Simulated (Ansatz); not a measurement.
## Pressure series in TiAl2O5

Base system: TiAl2O5 (space group Cmcm, No. 63; a = 3.6037 Å, b = 9.3603 Å, c = 9.6418 Å; a cell from a computed database, its experimental status unchecked).

Cell and atoms are relaxed at each pressure.

All numbers come from DFT with PBEsol, PAW potentials and a 420 eV plane-wave cutoff in Ansatz (an electronic-structure program), no spin-orbit coupling.

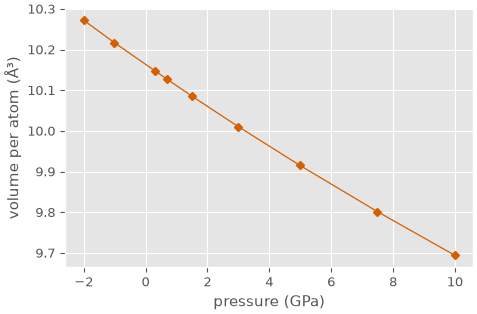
Volume against pressure

Problem. Estimate the zero-pressure bulk modulus from the plot.

Solution. About 190 GPa; a third-order Birch–Murnaghan fit to the points gives V₀ = 10.16 Å³/atom, B₀ = 192 GPa and B₀′ = 4.1.

Load acts through the strain it causes; cell and atoms are relaxed under it. Stability against distortions was not tested. No other phases were tried under pressure. The final runs are not spin-polarised.
